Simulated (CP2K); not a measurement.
**PBE/TZV2P-MOLOPT-PBE-GTH (core potential) run of AlNH3OF (SMILES [NH2][Al]([OH])[F])**

Aim: the energy change on altering one bond length of AlNH3OF at PBE/TZV2P-MOLOPT-PBE-GTH (core potential), from 2 runs. 

The results are computed with CP2K 2026.2.

**1. Starting point**

AlNH3OF: 7 atoms, total charge 0, spin state singlet. As SMILES, `[NH2][Al]([OH])[F]`. The shape is that of a PBE0-D4/def2-TZVP optimisation. This is one conformer, not always the lowest.

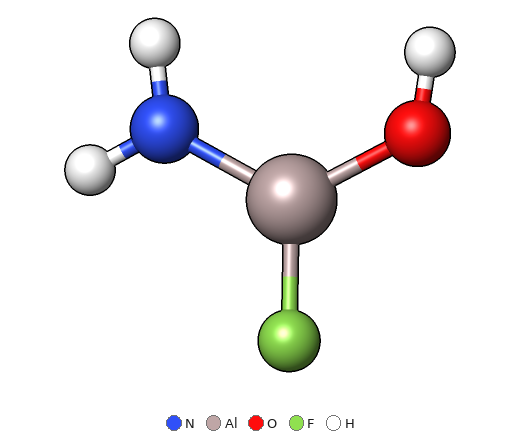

The structure, seen from a chosen angle (nitrogen blue, aluminium light grey, oxygen red, fluorine green, hydrogen white).

**2. The energy at PBE/TZV2P-MOLOPT-PBE-GTH (core potential)**

The input, calc.inp:

```
&GLOBAL
   PROJECT calc
   RUN_TYPE ENERGY
   PRINT_LEVEL MEDIUM
&END GLOBAL

&FORCE_EVAL
   METHOD QS
   &DFT
      BASIS_SET_FILE_NAME BASIS_MOLOPT_UZH
      POTENTIAL_FILE_NAME POTENTIAL_UZH
      &QS
         METHOD GPW
         EPS_DEFAULT 1.0E-10
      &END QS
      ! plane-wave cutoff in Ry
      &MGRID
         CUTOFF 400
         REL_CUTOFF 50
         NGRIDS 4
      &END MGRID
      ! no periodic images
      &POISSON
         PERIODIC NONE
         POISSON_SOLVER MULTIPOLE
      &END POISSON
      &SCF
         SCF_GUESS ATOMIC
         EPS_SCF 1.0E-06
         MAX_SCF 40
         &OT
            MINIMIZER DIIS
            PRECONDITIONER FULL_ALL
         &END OT
         &OUTER_SCF
            EPS_SCF 1.0E-06
            MAX_SCF 8
         &END OUTER_SCF
      &END SCF
      &XC
         &XC_FUNCTIONAL PBE
         &END XC_FUNCTIONAL
      &END XC
      &PRINT
         &MOMENTS
            PERIODIC F
            REFERENCE COM
            MAX_MOMENT 1
         &END MOMENTS
         &MO_CUBES
            NLUMO 1
            NHOMO -1
            WRITE_CUBE F
         &END MO_CUBES
         &HIRSHFELD OFF
         &END HIRSHFELD
      &END PRINT
   &END DFT
   ! structure
   &SUBSYS
      ! vacuum box
      &CELL
         ABC 10.6 10.6 8.8
         PERIODIC NONE
      &END CELL
      &COORD
         N     -0.569800     0.926800    -0.530800
         Al    -0.133300    -0.630000     0.151800
         O      1.368400    -1.004200     0.819000
         F     -1.265600    -1.822100     0.146500
         H     -1.473200     1.130200    -0.925100
         H      0.029600     1.732300    -0.586700
         H      2.105200    -0.401000     0.879500
      &END COORD
      &TOPOLOGY
         &CENTER_COORDINATES
         &END CENTER_COORDINATES
      &END TOPOLOGY
      &KIND N
         BASIS_SET TZV2P-MOLOPT-PBE-GTH-q5
         POTENTIAL GTH-PBE-q5
      &END KIND
      &KIND Al
         BASIS_SET TZV2P-MOLOPT-PBE-GTH-q3
         POTENTIAL GTH-PBE-q3
      &END KIND
      &KIND O
         BASIS_SET TZV2P-MOLOPT-PBE-GTH-q6
         POTENTIAL GTH-PBE-q6
      &END KIND
      &KIND F
         BASIS_SET TZV2P-MOLOPT-PBE-GTH-q7
         POTENTIAL GTH-PBE-q7
      &END KIND
      &KIND H
         BASIS_SET TZV2P-MOLOPT-PBE-GTH-q1
         POTENTIAL GTH-PBE-q1
      &END KIND
   &END SUBSYS
&END FORCE_EVAL
```

Launch:

```bash
OMP_NUM_THREADS=1 cp2k.psmp -i calc.inp -o calc.out
```

The program printed:

```text
CP2K| version string:                                       CP2K version 2026.2
[...]
 GLOBAL| Method name                                                        CP2K
[...]
 GLOBAL| Run type                                                         ENERGY
[...]
 DFT| Spin restricted Kohn-Sham (RKS) calculation                            RKS
 DFT| Multiplicity                                                             1
[...]
 DFT| Charge                                                                   0
[...]
 FUNCTIONAL| PBE:
 QS| Method:                                                                 GPW
[...]
 QS| Density cutoff [a.u.]:                                                200.0
[...]
 QS| Relative density cutoff [a.u.]:                                        25.0
[...]
                             - Atoms:                                          7
[...]
                             - Spherical basis functions:                    158
[...]
 Number of electrons:                                                         24
[...]
     1 OT DIIS     0.15E+00    3.3     0.13618970       -51.4241844001 -5.14E+01
[...]
    26 OT DIIS     0.15E+00    3.7     0.00000079       -54.2107913801 -1.67E-10
  *** SCF run converged in    26 steps ***
[...]
  Overlap energy of the core charge distribution:               0.00000028421645
  Self energy of the core charge distribution:               -140.60314141822712
  Core Hamiltonian energy:                                     40.27949839367381
  Hartree energy:                                              58.80703029770877
  Exchange-correlation energy:                                -12.69417893748148
  Total energy:                                               -54.21079138010958
[...]
                     Mulliken Population Analysis
 #  Atom  Element  Kind  Atomic population                           Net charge
       1     N        1          5.427914                             -0.427914
       2     Al       2          1.832299                              1.167701
       3     O        3          6.502392                             -0.502392
       4     F        4          7.502385                             -0.502385
       5     H        5          0.926399                              0.073601
       6     H        5          0.934004                              0.065996
       7     H        5          0.874608                              0.125392
 # Total charge                             24.000000                 -0.000000
[...]
  Dipole moment [Debye]
    X=  0.1076029E+01 Y=  0.2992521E+01 Z= -0.6284386E+00  Total=      3.2415979
[...]
 WARNING : did not converge in ot_eigensolver
 number of iterations          299  exceeded maximum
 current gradient / target gradient   4.3808876322065556E-004  /    1.0000000000000001E-005
[...]
 HOMO - LUMO gap [eV] :    4.999744
 ENERGY| Total FORCE_EVAL ( QS ) energy [hartree]            -54.210791380109583
[...]
```

It took 89 s on 1 thread of Intel Xeon at 2.50GHz (Skylake/Cascade Lake), shared host; peak memory 0.79 GiB.

**3. The distorted shape at the same level**

The input, molecule.xyz:

```xyz
7

N     -0.230108     1.284432    -0.529210
Al     0.206392    -0.272368     0.153390
O      1.708092    -0.646568     0.820590
F     -1.265600    -1.822100     0.146500
H     -1.133508     1.487832    -0.923510
H      0.369292     2.089932    -0.585110
H      2.444892    -0.043368     0.881090
```

The input, calc.inp:

```
&GLOBAL
  PROJECT calc
  RUN_TYPE ENERGY
  PRINT_LEVEL MEDIUM
&END

&FORCE_EVAL
  METHOD QS
  &DFT
    BASIS_SET_FILE_NAME BASIS_MOLOPT_UZH
    POTENTIAL_FILE_NAME POTENTIAL_UZH
    ! Quickstep
    &QS
      METHOD GPW
      EPS_DEFAULT 1.0E-10
    &END
    &MGRID
      CUTOFF 400
      REL_CUTOFF 50
      NGRIDS 4
    &END
    ! no periodic images
    &POISSON
      PERIODIC NONE
      POISSON_SOLVER MULTIPOLE
    &END
    &SCF
      SCF_GUESS ATOMIC
      EPS_SCF 1.0E-06
      MAX_SCF 100
      ADDED_MOS 5
      &DIAGONALIZATION
        ALGORITHM STANDARD
      &END
      &MIXING
        METHOD BROYDEN_MIXING
        ALPHA 0.3
        NBUFFER 8
      &END
    &END
    &XC
      &XC_FUNCTIONAL PBE
      &END
    &END
    &PRINT
      &MOMENTS
        PERIODIC F
        REFERENCE COM
        MAX_MOMENT 1
      &END
      &MO ON
        ENERGIES T
        OCCUPATION_NUMBERS T
        NDIGITS 6
        &EACH
          QS_SCF 0
        &END
        ADD_LAST NUMERIC
      &END
      &HIRSHFELD OFF
      &END
    &END
  &END
  &SUBSYS
    ! box in angstrom
    &CELL
      ABC 10.7 10.9 8.8
      PERIODIC NONE
    &END
    &TOPOLOGY
      COORD_FILE_NAME molecule.xyz
      COORD_FILE_FORMAT XYZ
      &CENTER_COORDINATES
      &END
    &END
    &KIND N
      BASIS_SET TZV2P-MOLOPT-PBE-GTH-q5
      POTENTIAL GTH-PBE-q5
    &END
    &KIND Al
      BASIS_SET TZV2P-MOLOPT-PBE-GTH-q3
      POTENTIAL GTH-PBE-q3
    &END
    &KIND O
      BASIS_SET TZV2P-MOLOPT-PBE-GTH-q6
      POTENTIAL GTH-PBE-q6
    &END
    &KIND F
      BASIS_SET TZV2P-MOLOPT-PBE-GTH-q7
      POTENTIAL GTH-PBE-q7
    &END
    &KIND H
      BASIS_SET TZV2P-MOLOPT-PBE-GTH-q1
      POTENTIAL GTH-PBE-q1
    &END
  &END
&END
```

Launch:

```bash
OMP_NUM_THREADS=1 cp2k.psmp -i calc.inp -o calc.out
```

The program printed:

```text
CP2K| version string:                                       CP2K version 2026.2
[...]
 GLOBAL| Method name                                                        CP2K
[...]
 GLOBAL| Run type                                                         ENERGY
[...]
 DFT| Spin restricted Kohn-Sham (RKS) calculation                            RKS
 DFT| Multiplicity                                                             1
[...]
 DFT| Charge                                                                   0
[...]
 FUNCTIONAL| PBE:
 QS| Method:                                                                 GPW
[...]
 QS| Density cutoff [a.u.]:                                                200.0
[...]
 QS| Relative density cutoff [a.u.]:                                        25.0
[...]
                             - Atoms:                                          7
[...]
                             - Spherical basis functions:                    158
[...]
 Number of electrons:                                                         24
[...]
     1 NoMix/Diag. 0.30E+00    2.7     1.82158410       -53.6920245554 -5.37E+01
[...]
    24 Broy./Diag. 0.30E+00    5.6     0.00000050       -54.1550624633  5.98E-09
  *** SCF run converged in    24 steps ***
[...]
  Overlap energy of the core charge distribution:               0.00000028108195
  Self energy of the core charge distribution:               -140.60314141822712
  Core Hamiltonian energy:                                     39.91742350612682
  Hartree energy:                                              59.12173157595915
  Exchange-correlation energy:                                -12.59107640819959
  Total energy:                                               -54.15506246325879
[...]
                     Mulliken Population Analysis
 #  Atom  Element  Kind  Atomic population                           Net charge
       1     N        1          5.411740                             -0.411740
       2     Al       2          1.798056                              1.201944
       3     O        3          6.485655                             -0.485655
       4     F        4          7.607729                             -0.607729
       5     H        5          0.914246                              0.085754
       6     H        5          0.917935                              0.082065
       7     H        5          0.864639                              0.135361
 # Total charge                             24.000000                  0.000000
[...]
  Dipole moment [Debye]
    X=  0.2399572E+01 Y=  0.4516824E+01 Z= -0.6681112E+00  Total=      5.1581027
 ENERGY| Total FORCE_EVAL ( QS ) energy [hartree]            -54.155062463258794
[...]
```

Wall time 1.9 min (1 thread of Intel Xeon at 2.50GHz (Skylake/Cascade Lake), shared host); peak memory 1.5 GiB.

**4. Results**

Level: PBE/TZV2P-MOLOPT-PBE-GTH (core potential).

| quantity | value |
| --- | --- |
| first shape: total energy | -54.21079 Eh |
| first shape: dipole moment | 3.24 D |
| first shape: HOMO energy | -6.29 eV |
| first shape: LUMO energy | -1.29 eV |
| first shape: HOMO–LUMO gap | 5.00 eV |
| distorted shape: total energy | -54.15506 Eh |
| distorted shape: dipole moment | 5.16 D |
| distorted shape: HOMO energy | -6.78 eV |
| distorted shape: LUMO energy | -2.33 eV |
| distorted shape: HOMO–LUMO gap | 4.45 eV |
| energy change with the Al2–F4 bond stretched from 1.644 to 2.137 Å | 1.516 eV |

With the Al2–F4 bond stretched from 1.644 to 2.137 Å the energy rises by 1.52 eV (146 kJ/mol). The first shape isn't relaxed at this level, so the change isn't measured from a minimum.
